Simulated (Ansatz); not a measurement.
Method: PBE (plane waves to 420 eV, PAW; Ansatz, a quantum-chemistry and plane-wave program).

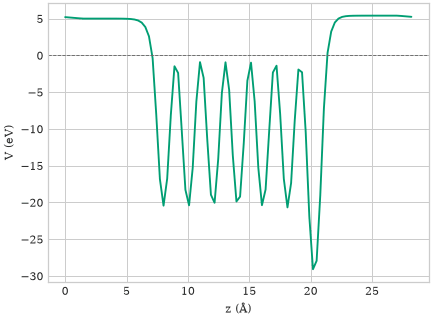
Electrostatic potential energy of an electron, averaged over planes parallel to the surface, in eV from the Fermi level, for a constructed model of the (0001) surface of hcp Co, ferromagnetic, a pseudomorphic layer of Ir in the other hollow (bottom of the slab: a bare face, its two planes held)

Model: 7-atom slab, 12.5 Å thick at the start with caps and adatoms (thin: gaps and levels are the slab's own), 17x17x1 mesh, Fermi-Dirac 0.1 eV, dipole correction, 2 atoms held, the rest relaxed; symmetry of the start imposed; spin-polarised, ending with about 10.2 μB a cell; orders that need a larger cell were not tried, no spin-orbit, no U. In PBE it lies 0.02 eV a 1x1 cell over the lowest computed structure of the same composition (a pseudomorphic layer of Ir in the host's stacking).

The vacuum level lies 5.41 eV above the Fermi level over the top face and 5.01 eV above it under the bottom face.
